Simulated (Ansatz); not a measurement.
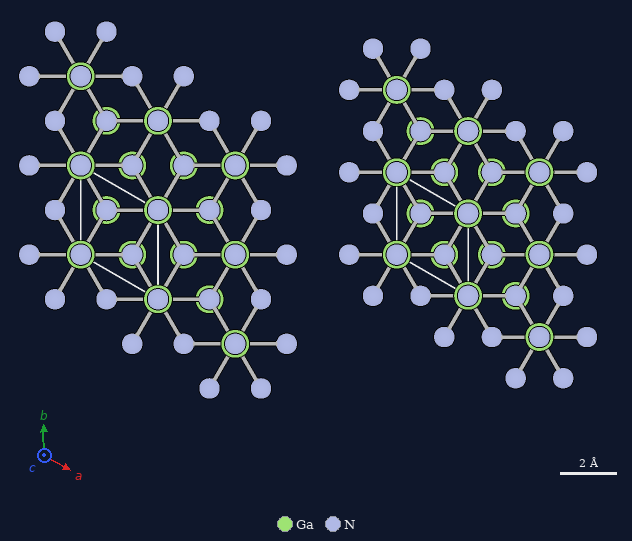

Two geometries of solid GaN (built on the 4H polytype type), drawn at one scale. One is the start of a relaxation, the other its converged end. Style: ball-and-stick. Shown: the cell of the calculation, repeated 2 × 2 × 1 with one cell outlined, along the c axis.

All numbers below come from DFT, PBE, plane waves, PAW (Ansatz). Set-up: plane-wave cutoff 420 eV; k-point mesh 12 × 12 × 4; occupations fermi dirac; smearing width 0.02 eV; no spin polarisation; cell and atoms relaxed; force threshold 0.005 eV/Å.

**Which one is relaxed?**

The left one is the relaxed one. No atom moves by more than 0.005 Å relative to the cell. Cell: a = b 2.971 → 3.217 Å (+8.3 %), c 9.703 → 10.495 Å (+8.2 %). Volume +26.8 %. Among the contacts that change: Ga–N 1.819 → 1.973 Å. The space group stays P6_3mc (No. 186). After 7 accepted moves (9 points after the start) the energy has fallen by 3.456 eV per cell of the calculation. Largest force component: 0.048 eV/Å at the start, 0.00083 eV/Å at the end. The pressure goes from 68.67 to 0.00 GPa. The SCF was repeated twice at an unchanged geometry on a basis and grid sized afresh for the cell, which shifted the energy by 0.177 eV per cell of the calculation at most. The run took 68 s on 2 threads of AMD EPYC 7R13 Processor (Zen 3), on a shared host, peak memory 0.69 GiB.
